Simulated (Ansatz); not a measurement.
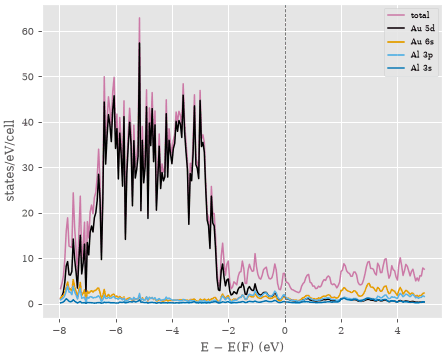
*Total and projected density of states of AlAu4 in space group P2_13 (No. 198; Al on 4a, Au on 4a, Au on 12b), DFT-r²SCAN in the program Ansatz with PAW potentials*

Question: Which orbitals carry the states next to the Fermi level?

Answer: Within 0.5 eV of the Fermi level: Al 3p 28 %, Au 5d 25 %, Au 6s 22 %, Al 3s 7 %, outside the projected shells 17 %. Projections are on Löwdin-orthogonalised atomic valence shells; empty p or d shells of many metals are not among them.

Question: Where is the tallest occupied peak in this window, and what makes it?

Answer: Near -5.1 eV, about 63 states/eV per cell; the largest projected share is Au 5d.

The first step of the workflow began from a Materials Project structure, measured or hypothetical; the Crystallography Open Database files this formula in space group No. 198, but the cells were not matched. Whether it is the stable phase at ambient conditions was not checked. The cell was relaxed with r²SCAN under the symmetry of its start; whether a distortion lowers the energy is not shown. Scalar-relativistic: spin–orbit coupling is off unless named, which matters more the heavier the elements.

Potentials: the later of the program's two PAW sets.
